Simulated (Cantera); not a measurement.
Input: 1 mol CHF₃, 0.59 mol H₂, 0.01 mol HCl, at 0.133 bar.

Equilibrium computed with Cantera from the NASA thermochemical tables; the gas is ideal and each condensed phase is pure. Candidate condensed phases: C, C₆H₆, C₇H₈, C₈H₁₈; 118 gas species. Gases not in the tables: C₂F₆ and larger saturated fluorocarbons. Rates play no part.

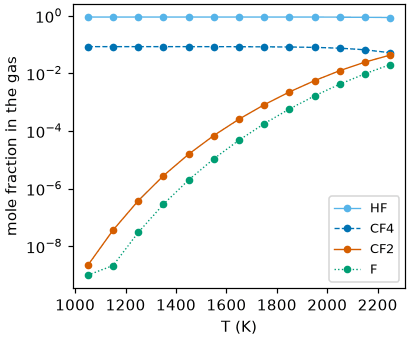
Equilibrium gas composition (values under 1e-9 drawn at 1e-9)

From 1050 K to 2250 K the condensed part is C(graphite). The main C-bearing gas is CF₄ throughout. The share of C in condensed phases is highest at 1650 K (79.6 %) and lowest at 2250 K (75.3 %).
